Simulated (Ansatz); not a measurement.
Species, as SMILES: Br[Si]Br (closed-shell singlet).
Atoms: Si1, Br2, Br3. Bonds: Si1-Br2, Si1-Br3.

Basis-set convergence of the optimised Si1-Br2 bond length at PBE with Ansatz (a program for electronic structure). Cartesian d functions, on some or all atoms, in 3-21G, 6-31G, 6-31G**; all else is spherical. The program fits the integrals of some runs and decomposes those of others, by size. No added dispersion term, no relativity. Reference: the value in pcseg-3, 2.2716 Å, itself unsure by roughly 0.0006 Å (its distance from cc-pV(Q+d)Z). Deviations are taken from unrounded values. Cost is core time over that of 3-21G, rough, on shared machines of one kind. It counts the whole optimisation.

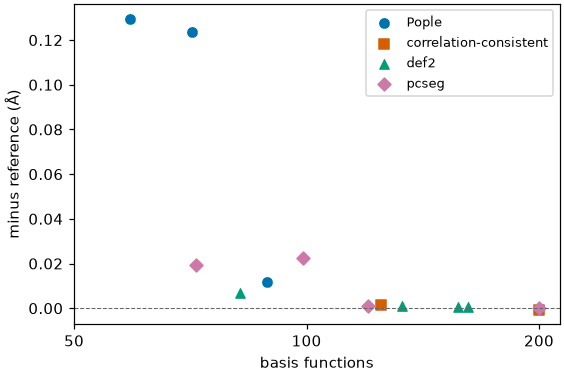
*Deviation from the reference against the number of basis functions, by family of sets.*

```
basis        functions  optimised Si1-Br2 bond length (Å)  minus reference (Å)  cost
-----------  ---------  ---------------------------------  -------------------  ----
3-21G               59                             2.4012               0.1296    1×
6-31G               71                             2.3954               0.1238  0.9×
pcseg-1             72                             2.2909               0.0194  0.9×
def2-SVP            82                             2.2786               0.0070    1×
6-31G**             89                             2.2834               0.0118    1×
aug-pcseg-1         99                             2.2943               0.0227    2×
pcseg-2            120                             2.2726               0.0010    2×
cc-pV(T+d)Z        125                             2.2730               0.0014    2×
def2-TZVP          133                             2.2725               0.0009    2×
def2-TZVPD         157                             2.2722               0.0006    3×
def2-TZVPPD        162                             2.2719               0.0004    3×
cc-pV(Q+d)Z        200                             2.2710              -0.0006    4×
pcseg-3            200                             2.2716               0.0000    4×
```
